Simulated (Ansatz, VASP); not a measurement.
# TiC (Khamrabaevite): VASP beside Ansatz

Aim: how closely do two programs agree when they are given the same cell, functional and k mesh?

Program: Ansatz 0.2.0. Level of theory: plane waves, with VASP 6.6.1 beside it; relaxation of cell and atoms at r2SCAN. Results are calculated unless marked as measured.

## 1. The starting structure

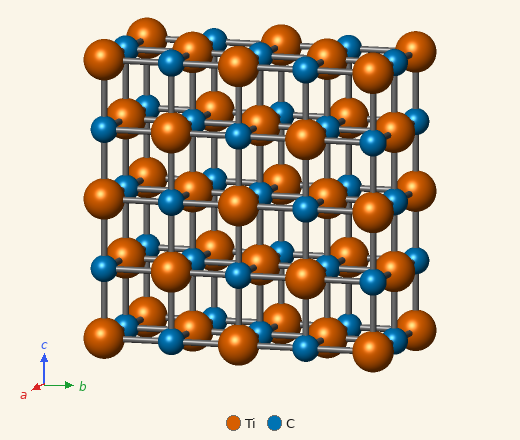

Start, viewed slightly off an axis; titanium orange, carbon blue. 1×2×2 cells are drawn. This picture shows the conventional cell, with its axes. Some periodic images of atoms are drawn too.

Coordinates:

```cif
data_structure
_symmetry_space_group_name_H-M 'Fm-3m'
_symmetry_Int_Tables_number 225
_cell_length_a 4.3280
_cell_length_b 4.3280
_cell_length_c 4.3280
_cell_angle_alpha 90.000
_cell_angle_beta 90.000
_cell_angle_gamma 90.000
_cell_volume 81.07
loop_
_atom_site_label
_atom_site_type_symbol
_atom_site_symmetry_multiplicity
_atom_site_Wyckoff_symbol
_atom_site_fract_x
_atom_site_fract_y
_atom_site_fract_z
_atom_site_occupancy
Ti1 Ti 4 a 0.00000 0.00000 0.00000 1
C1 C 4 b 0.50000 0.00000 0.00000 1
```

## 2. Ansatz: relaxation of cell and atoms, r2SCAN

Ansatz runs on its default PAW (the set named soft_2) files.

The relaxed volume is the usual yardstick between codes: its relative difference is about their pressure difference at one cell divided by the bulk modulus.

Contents of input.yaml:

```yaml
crystal:
  lattice:
    - [0.0, 2.164, 2.164]
    - [2.164, 0.0, 2.164]
    - [2.164, 2.164, 0.0]
  atoms:
    - { symbol: Ti, position: [0.0, 0.0, 0.0] }
    - { symbol: C, position: [0.5, 0.5, 0.5] }
hamiltonian:
  xc: r2scan
  pseudopotentials: { kind: paw }
kpoints:
  mp_grid: { grid: [9, 9, 9] }
scf:
  occupations: { method: fermi_dirac, width: 0.05 }
relax:
  f_tol: 0.01
  max_steps: 60
  cell: { stress_tol: 0.05 }
output:
  forces: true
  stress: true
```

Run with:

```bash
$ ansatz run input.yaml --threads 4 --pin off --max-ram 9216MiB --backend cpu --events-out ev --progress --plain --runs-dir out
```

Numbers of over 12 decimals in the logs are rounded to 6 here.

What it wrote:

```text
Engine: ansatz 0.2.0, aarch64-unknown-linux-gnu
Pseudopotentials: kind: paw
Pseudopotential: Ti, paw, valence charge 12, recommended cutoff 500 eV (meta_gga), Ti.paw.azcp
Pseudopotential: C, paw, valence charge 4, recommended cutoff 500 eV (meta_gga), C.paw.azcp
Functional definition: r2SCAN
  parameter k0 = 0.174
  parameter k1 = 0.065
  parameter a1 = 4.9479
  exchange = r2scan_x(k0 = k0, k1 = k1, a1 = a1)
  correlation = r2scan_c
Crystal: 2 atoms, lattice volume = 20.268 Å³
Basis set: ecut = 500 eV, 531 PW (Γ), exchange–correlation on 96×96×96 points (64 copies of the dense FFT grid, shifted against one another)
Bands: 12, of which v1, the nominal top of the filled ones, is band 8 counted from 1 (7 counted from 0)
Symmetry: 48 space group operations
Space group: Fm-3m (ITA 225), of the structure as read, at distance tolerance 2.7e-5 Å
k-points: 35 of 729
Non-local potential: Ti, projectors of the file, l = 0: 3, l = 1: 2, l = 2: 3, l = 3: 1
Non-local potential: C, projectors of the file, l = 0: 2, l = 1: 2, l = 2: 1
PAW form: soft (Blöchl's): semilocal exchange-correlation on the pseudo side does not see the compensation charge
PAW frozen core: Ti, regenerated for the run's functional (the file was generated under x = pbe(κ = 0.804, μ = 0.219515), c = pbe(β = 0.066725))
PAW frozen core: C, regenerated for the run's functional (the file was generated under x = pbe(κ = 0.804, μ = 0.219515), c = pbe(β = 0.066725))
PAW one-centre angular grid: Ti, 590 points (default); XC on 160 Gauss nodes
PAW one-centre angular grid: C, 302 points (default); XC on 239 of its mesh's 2573 points in the sphere
Initial density: superposition of atomic densities (neutral atoms: chi_scale 0, normalization atom), corrected by the library's trained network
Initial wavefunctions: pseudopotential atomic-orbital guess
Functional: x = r2scan, c = r2scan; τ floored in thin density (d = 2e-4 eV/Å³)
SCF iter   1: F=—  HF=-2757.961314 eV  |F-HF|=—  |Δ(HF+E_count)|=         —  Δρ=1.87e-2  dr2=7.60e-2  dr2_τ=1.39e-1  ethr=1.77e-3  ⟨swp⟩=4.4  Hψ=2044  notcnv=0
preconditioner: auto → none  [insulator: Δε(μ)=0.254 eV  Ē_g=8.593 eV  σ=0.050 eV  W_gap=0.79  n_scr=8 (ndim 8)  ℏωp=23.3 eV  f_vac=0.000  D(μ)=0.17/eV (n_scr^D=0)  ε∞_Penn≈8.4]
SCF iter   2: F=—  HF=-2758.030287 eV  |F-HF|=—  |Δ(HF+E_count)|=   6.90e-2  Δρ=1.94e-2  dr2=8.44e-2  dr2_τ=9.36e-3  ethr=4.75e-4  ⟨swp⟩=2.3  Hψ=1018  notcnv=0
SCF iter   3: F=—  HF=-2758.014507 eV  |F-HF|=—  |Δ(HF+E_count)|=   1.58e-2  Δρ=4.96e-3  dr2=2.57e-3  dr2_τ=1.78e-4  ethr=4.75e-4  ⟨swp⟩=2.3  Hψ=677  notcnv=0
SCF iter   4: F=—  HF=-2758.015864 eV  |F-HF|=—  |Δ(HF+E_count)|=   1.36e-3  Δρ=2.29e-3  dr2=1.33e-3  dr2_τ=1.46e-4  ethr=1.60e-5  ⟨swp⟩=2.0  Hψ=673  notcnv=0
SCF iter   5: F=—  HF=-2758.015615 eV  |F-HF|=—  |Δ(HF+E_count)|=   2.49e-4  Δρ=1.02e-3  dr2=2.80e-4  dr2_τ=8.38e-6  ethr=8.32e-6  ⟨swp⟩=1.3  Hψ=444  notcnv=0
SCF iter   6: F=—  HF=-2758.015576 eV  |F-HF|=—  |Δ(HF+E_count)|=   3.92e-5  Δρ=1.99e-4  dr2=1.08e-5  dr2_τ=2.58e-7  ethr=1.75e-6  ⟨swp⟩=2.2  Hψ=528  notcnv=0
SCF iter   7: F=—  HF=-2758.015577 eV  |F-HF|=—  |Δ(HF+E_count)|=   1.54e-6  Δρ=4.18e-5  dr2=4.34e-7  dr2_τ=1.70e-8  ethr=6.72e-8  ⟨swp⟩=2.1  Hψ=500  notcnv=0
SCF iter   8: F=-2758.015577 eV  HF=-2758.015577 eV  |F-HF|=5.38e-10  |Δ(HF+E_count)|=   3.40e-9  Δρ=3.48e-6  dr2=2.91e-9  dr2_τ=9.42e-11  ethr=6.25e-10  ⟨swp⟩=4.3  Hψ=1263  notcnv=0
SCF 1 converged in 8 iterations: F = -2758.015577 eV  dr2 = 2.91e-9
  greatest PAW one-centre occupation: 1.001 electrons in one spin orbital (limit 2), on the Ti atom at site 0 (counted from 0), in its partial waves of l = 1
relax step   1: F+E_penalty+E_count = -2758.01557717 eV  Δ(F+E_penalty+E_count) = +0.000e0 eV  max|allowed force component| = 1.144e-29 eV/Å  Δτ_max = 0.0000 Å  P = -0.020 GPa  Ω = 20.268 Å³  (8 SCF iters, dr2 threshold 1.00e-7 eV, accepted)
Initial density: handed on by an earlier stage of this run
Initial wavefunctions: pseudopotential atomic-orbital guess (no wavefunctions were taken with the density)
iter 1 solved again at ethr=3.65e-9 eV; its pass at ethr=3.10e-3 eV (dr2=5.84e-7 eV) is discarded
SCF iter   1: F=—  HF=-2758.015577 eV  |F-HF|=—  |Δ(HF+E_count)|=         —  Δρ=3.48e-6  dr2=2.93e-9  dr2_τ=9.51e-11  ethr=3.65e-9  ⟨swp⟩=3.0  Hψ=3250  notcnv=0
preconditioner: auto → none  [insulator: Δε(μ)=0.268 eV  Ē_g=8.400 eV  σ=0.050 eV  W_gap=0.83  n_scr=8 (ndim 8)  ℏωp=23.3 eV  f_vac=0.000  D(μ)=0.18/eV (n_scr^D=0)  ε∞_Penn≈8.7]
SCF iter   2: F=—  HF=-2758.015577 eV  |F-HF|=—  |Δ(HF+E_count)|=  5.84e-10  Δρ=3.14e-6  dr2=1.96e-9  dr2_τ=2.89e-10  ethr=1.83e-11  ⟨swp⟩=2.0  Hψ=558  notcnv=0
SCF iter   3: F=—  HF=-2758.015577 eV  |F-HF|=—  |Δ(HF+E_count)|=  2.40e-10  Δρ=1.19e-6  dr2=2.88e-10  dr2_τ=1.58e-11  ethr=1.23e-11  ⟨swp⟩=2.2  Hψ=543  notcnv=0
SCF iter   4: F=—  HF=-2758.015577 eV  |F-HF|=—  |Δ(HF+E_count)|=  2.02e-10  Δρ=4.17e-7  dr2=2.64e-11  dr2_τ=5.20e-13  ethr=1.80e-12  ⟨swp⟩=2.0  Hψ=558  notcnv=0
SCF iter   5: F=-2758.015577 eV  HF=-2758.015577 eV  |F-HF|=9.09e-13  |Δ(HF+E_count)|=  4.23e-11  Δρ=4.91e-8  dr2=3.27e-13  dr2_τ=2.51e-14  ethr=1.00e-12  ⟨swp⟩=5.3  Hψ=1533  notcnv=0
SCF 2 converged in 5 iterations: F = -2758.015577 eV  dr2 = 3.27e-13
relax step   2: F+E_penalty+E_count = -2758.01557717 eV  Δ(F+E_penalty+E_count) = -1.265e-9 eV  max|allowed force component| = 1.538e-29 eV/Å  Δτ_max = 0.0000 Å  P = -0.020 GPa  Ω = 20.268 Å³  stress off target by 1.96e-2 GPa  SCF on the basis re-selected at this cell (its energy is not comparable with the rows above)  (5 SCF iters)
basis re-selected at this cell: Δ(F+E_penalty+E_count) = -1.265e-9 eV, ΔP = -0.000 GPa vs the last step (what re-selecting the basis moved, of the pressure what is left beyond the Pulay correction that the steps carried, after the strain that the cell walked since its last selection, with what the two solves' SCF thresholds leave and, on support functions, any second-order correction that the steps lacked; it is no m [...]
SCF converged after 5 iterations
Free energy (F): -2758.015577 eV
Harris-Foulkes:  -2758.015577 eV  (|F-HF|=9.09e-13)
Internal energy: -2758.013889 eV  (E = F + TS)
E sigma→0 (E₀):  -2758.014733 eV
Entropy (-TS):   -0.001688 eV (-0.844 meV/atom)
Fermi energy:    14.723222 eV
--- Per-component energies (eV) ---
  E_band       = -125.271581
  E_kinetic    = 363.010763
  E_local      = -771.257459  (includes V_loc(G=0)·N_el)
  E_nonlocal   = 30.841401
  E_hartree    = 312.466797
  E_xc         = -142.394504
  E_vxc        = -200.856902  (∫ρ·V_xc dr)
  E_paw        = -1156.032169  (= ΣΔE_a)
  E_vpaw       = -184.426111  (= ΣTr[D̂ρ^β])
  E_aug_tail   = 0.000100  (compensation charges beyond the density's cutoff)
  E_vtau       = 12.483020  (kinetic-family band-sum trace: ∫τ·v_τ [+ j·A + Jᵃ·Aᵃ] dr)
  E_ewald      = -1394.370587
  E_core_change = -0.278231  (= ΣΔE_core)
  E_smearing   = -0.001688  (= −TS)
  E_closure    = 0.000000  (closes the sum)
  Σ components = -2758.015577   (vs F -2758.015577, Δ=0.00e0)
--- Forces (eV/Å), atoms counted from 1 ---
  atom   1  Ti    -0.00000000     0.00000000    -0.00000000
  atom   2  C      0.00000000    -0.00000000     0.00000000
  max |Σ_I F_I| component: 9.20e-30 eV/Å
--- Stress (GPa, compression-positive) ---
       -0.019596       0.000000       0.000000
       -0.000000      -0.019596      -0.000000
       -0.000000       0.000000      -0.019596
  P = ⅓ Tr σ = -0.0196 GPa (-0.196 kbar)
--- Relaxed structure (1 steps of the walk, 1 accepted, 1 SCFs on fresh bases) ---
  F+E_penalty+E_count = -2758.01557717 eV   max|allowed force component| = 1.538e-29 eV/Å   (the final SCF, on the basis selected at the relaxed cell)
  cell:  # Å, volume = 20.2676 Å³
    - [0.0, 2.164, 2.164]
    - [2.164, 0.0, 2.164]
    - [2.164, 2.164, 0.0]
  atoms:
    - { symbol: Ti, position: [0.0, 0.0, 0.0] }
    - { symbol: C, position: [0.500000, 0.500000, 0.500000] }
```

Wall time 1 s (4 threads of Arm Neoverse V2, shared host); peak memory 0.35 GiB.

(Part 1 of 2 ends here.)

[Lines on the potential files, build, host, timing and source positions are cut from VASP's logs without a mark.]

[Logs are printed without paths, hosts, clocks, repeated set-up lines and the standing remarks that a program may print on its own settings, such as how far it seeks lower states.]

[Hosts, paths, dates, database ids (printed as entryN), source tags and the programs' standing remarks are cut or masked in the printed files.]
